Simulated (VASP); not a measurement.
Band structure of ZnCdO2 (space group P3m1). These are r2SCAN meta-GGA, VASP's PBE PAW potentials (set 64) (plane waves; VASP 6.6.1) values and carry that method's errors.

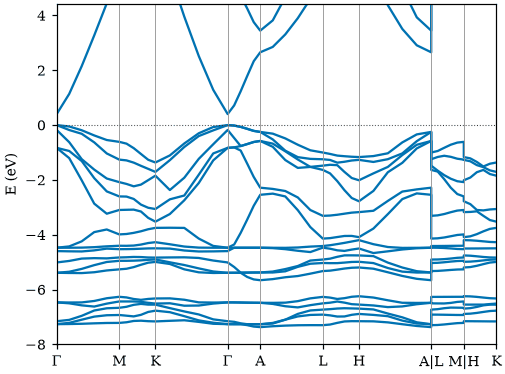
Figure. Bands along high-symmetry lines, zero at the valence-band maximum or, without a gap, the Fermi level

### Question
Read the plot: is there a gap, and where are the band edges?

### Answer
The gap is direct, 0.40 eV, from the valence maximum at Γ to the conduction minimum at Γ.

The structure comes from a computed database's ZnCdO2 entry (P3m1); how it stands against other phases isn't given here. It was relaxed first.
